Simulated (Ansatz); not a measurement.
```xyz
9

Sn   -0.7940   -0.1277   -1.0354
O     1.4979    1.1820    0.9157
H     0.7308   -0.1416   -1.7807
H    -1.3756    1.4176   -0.6435
H    -1.9318   -0.9682   -1.9970
H     1.1235    0.3939    1.3327
S    -0.6603   -1.3087    1.0815
H     1.3697    1.8902    1.5506
H     0.0397   -2.3374    0.5759
```

The product side of a reaction path; geometry: PBE0-D4/def2-TZVP; a saddle point, not a minimum; core potentials replace the inner electrons of Sn.

Level of theory: RKS PBE0-D4/def2-TZVPP in Ansatz 0.2.0.

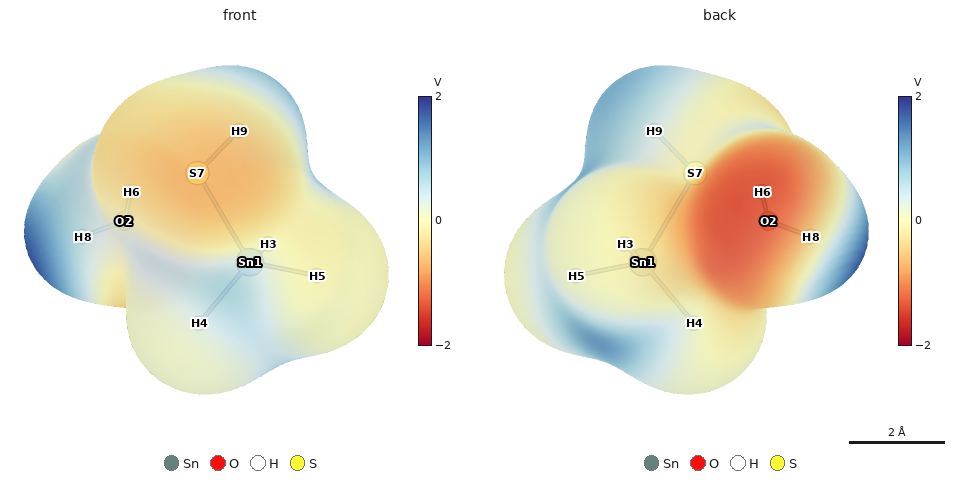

H4SSn···H2O. The electrostatic potential painted on the density surface at 0.001 e/bohr³, seen from the front and from behind; red is negative and blue positive.

Q: Which sites attract a positive test charge, and which a negative one?

A: A positive charge is drawn to the negative regions and a negative charge to the positive ones. The most negative region (about −1.4 V) lies over O2, the most positive (about +1.7 V) over H8. O2 is the likeliest acceptor of a hydrogen bond.
